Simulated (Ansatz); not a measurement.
GaHO···HCl

```xyz
5

Ga   -1.1244    0.7323    0.5269
H     2.0644    0.3182    1.3890
Cl    1.9724   -0.5779    0.4681
O    -1.8143   -0.3111   -0.7703
H    -1.3907   -1.0081   -1.2800
```

These are results of RKS PBE0-D4/def2-SVP (Ansatz 0.2.0), not measurements.

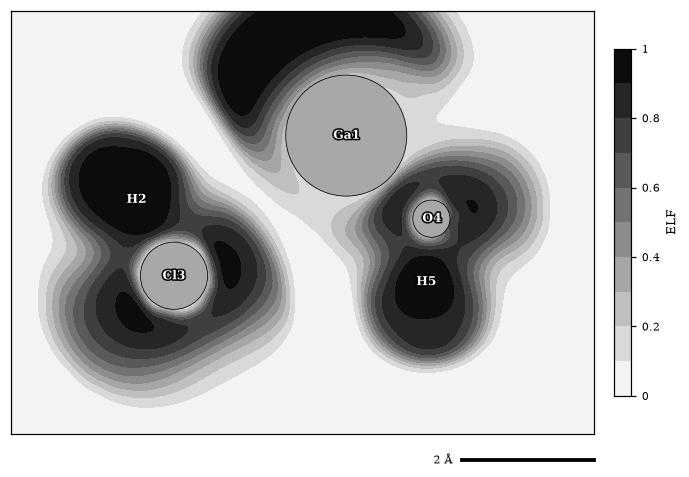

Figure 1. Electron localisation function on the molecular plane. Grey discs cover the atomic cores.

**Read the bonding off the picture.**

Atoms in the plane: Ga, H, Cl and O. Ga1···Cl3 (3.36 Å): the ELF dips to about 0.10 between them. Ga–O (1.80 Å): the ELF peaks at about 0.85 in the valence shell of O, 0.6 Å from its nucleus, and is about 0.20 at the midpoint. O–H (0.96 Å): the ELF climbs to about 1 towards the hydrogen, as it does in any bond to H: an ordinary covalent bond to hydrogen. Cl–H (1.29 Å): the ELF climbs to about 1 towards the hydrogen. The ELF also peaks beside Cl3 and O4, away from the bonds: lone-pair regions.

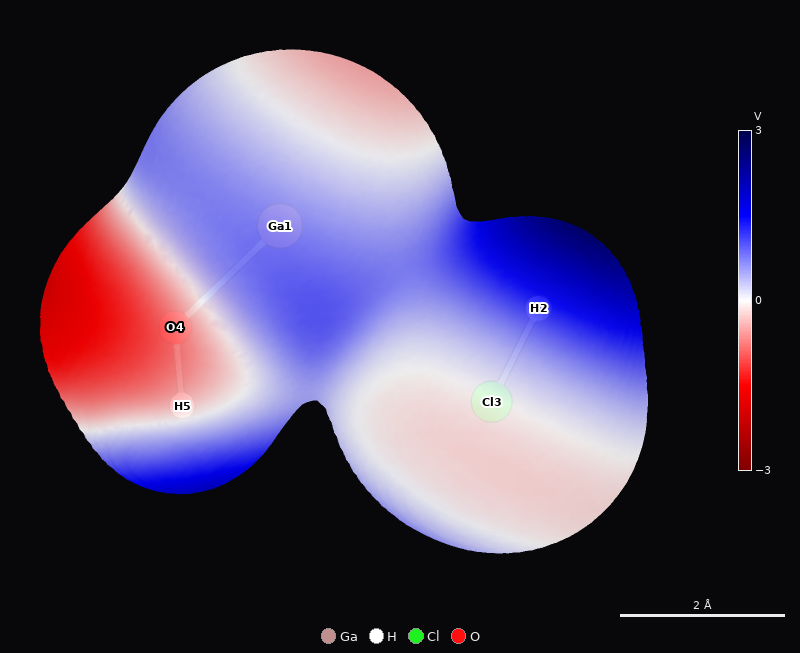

Figure 2. The electrostatic potential painted on the density surface at 0.002 e/bohr³, seen across its widest extent; the colour scale runs from red (negative) to blue (positive).

**Where is the surface potential most negative and most positive?**

The most negative region (about −1.9 V, or −44 kcal/mol for a unit charge) lies over O4, the most positive (about +2.6 V, or +60 kcal/mol for a unit charge) over H2. Cl3 shows a σ-hole: about +0.7 V, or +16 kcal/mol for a unit charge at the tip opposite its bond, against about 0.0 V on its flanks. O4 is the likeliest acceptor of a hydrogen bond.

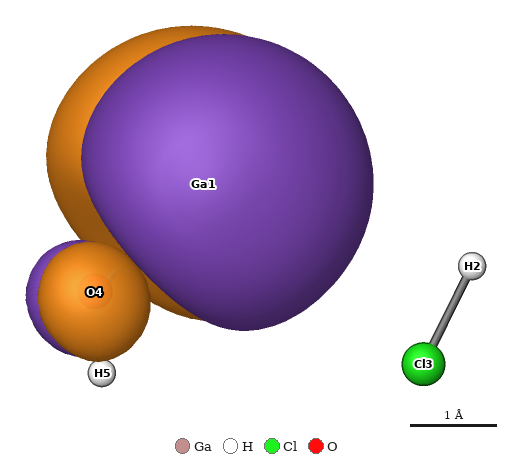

Figure 3. The LUMO at ±0.08 Å⁻³ᐟ² (orange and purple are the two phases), seen across its widest extent.

**What is the character of this orbital?**

By Hirshfeld shares it lies mainly on Ga1 (about 90 %) and O4 (about 10 %); it changes sign across the molecular plane (π type). Its energy is −0.64 eV.
